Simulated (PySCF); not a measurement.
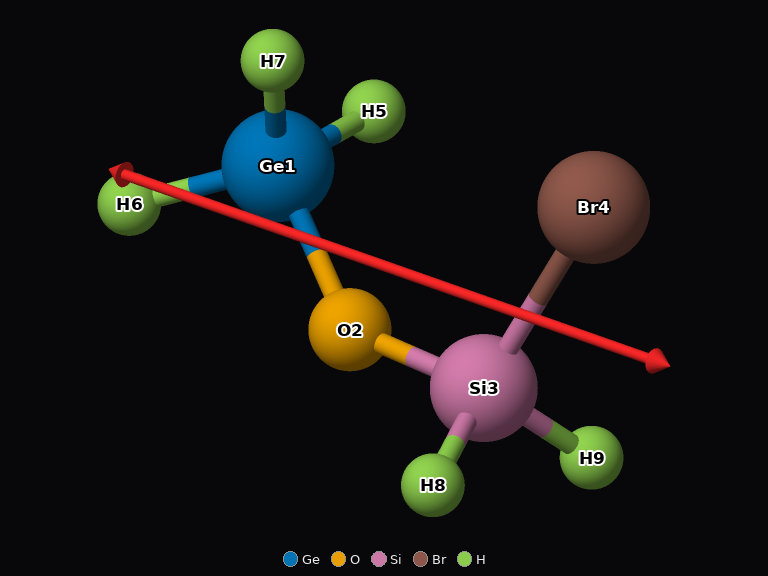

The double arrow shows the direction of the transition dipole to excited singlet state 7 (its length means nothing). Computed geometry: PBE0-D3(BJ)/def2-SVP optimisation. No frequency run is at hand to confirm it as a minimum. Method: TDDFT HF/def2-SVPD, vertical, gas phase, core orbitals frozen in the response (PySCF 2.14.0).

Question: How is the transition polarised?

Answer: Nearly parallel to the O2–Si3 bond.

Question: Where does the transition lie, and how strong is it?

Answer: 9.16 eV (135 nm), oscillator strength 0.12, of mixed character, with the largest part HOMO−1 → LUMO+1 (weight 0.34); transition dipole 1.84 D.
